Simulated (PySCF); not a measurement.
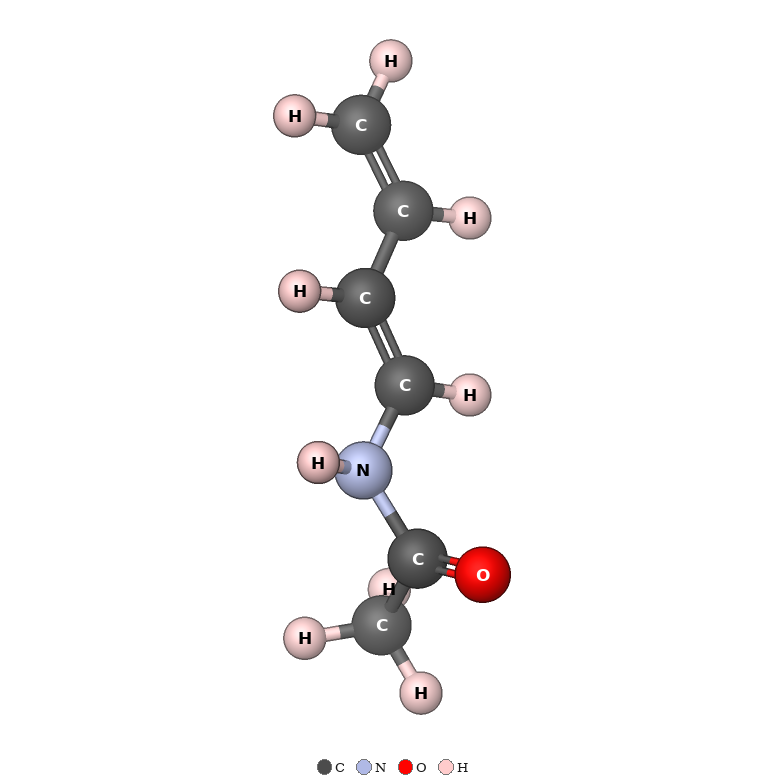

Orthographic view. Depth is shown by fading: the farther an atom, the more it takes the colour of the background. Geometry: an image of a reaction path computed with GFN2-xTB, not a minimum.

**Give the standard InChI.**

InChI=1S/C6H9NO/c1-3-4-5-7-6(2)8/h3-5H,1H2,2H3,(H,7,8)/b5-4+
